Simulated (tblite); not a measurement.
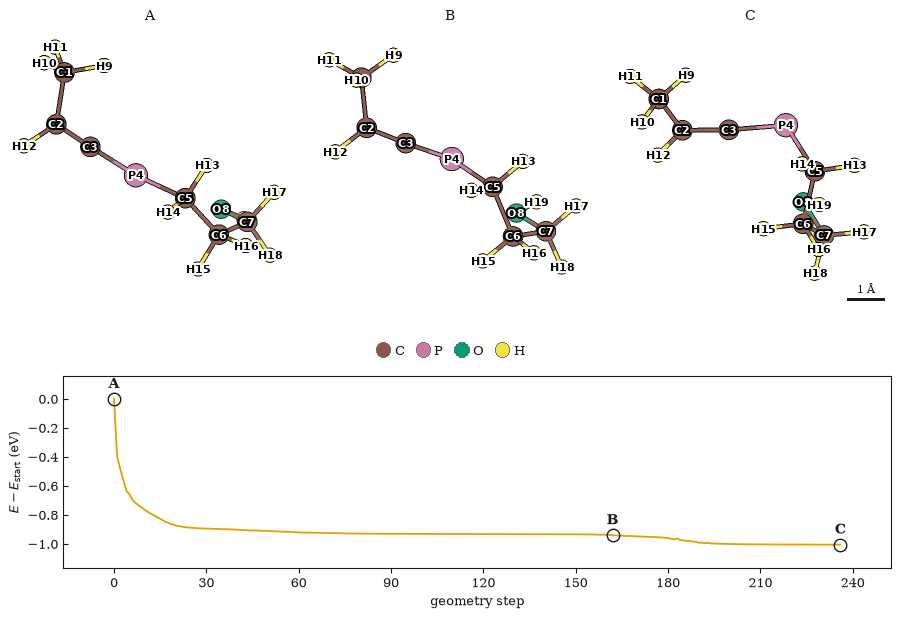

Frames of a relaxation of C6H11OP, marked on the history of the run. Style: ball-and-stick. Shown from a free direction.

All numbers below come from GFN2-xTB geometry optimisation, gas phase (tblite 0.8.0). 

Describe the path.

Answer. Over 236 geometry steps the energy falls by 1.004 eV. P4 moves most after the best rigid fit: 1.93 Å. By element the largest moves are P 1.93 Å, H 1.70 Å, C 1.19 Å, O 0.62 Å. Some distances before and after: P4–O8 3.088 → 2.627 Å, O8–H19 1.016 → 0.962 Å, C5–C6 1.471 → 1.523 Å, C3–P4 1.677 → 1.636 Å. Bond angles that change, for instance: C3–P4–C5 113.9° → 99.4°, C1–C2–H12 125.8° → 114.9°, C6–C7–O8 117.1° → 107.6°. Groups turn about P4–C5 by about 90°, C1–C2 by about 35°, C7–O8 by about 35°. From step 0 to 162: H11 moves most (0.91 Å), energy −0.939 eV. From step 162 to 236: P and H atoms move most (1.28 Å), energy −0.065 eV.

```csv
step,"E − E(0), eV"
0,0.0000
1,-0.3935
2,-0.4803
3,-0.5563
4,-0.6323
5,-0.6567
6,-0.6951
7,-0.7167
8,-0.7338
9,-0.7476
10,-0.7640
22,-0.8799
34,-0.8960
46,-0.9058
58,-0.9167
69,-0.9230
81,-0.9282
93,-0.9294
105,-0.9303
117,-0.9312
129,-0.9317
141,-0.9321
153,-0.9329
165,-0.9421
177,-0.9530
188,-0.9825
200,-0.9995
212,-1.0024
224,-1.0035
236,-1.0040
```
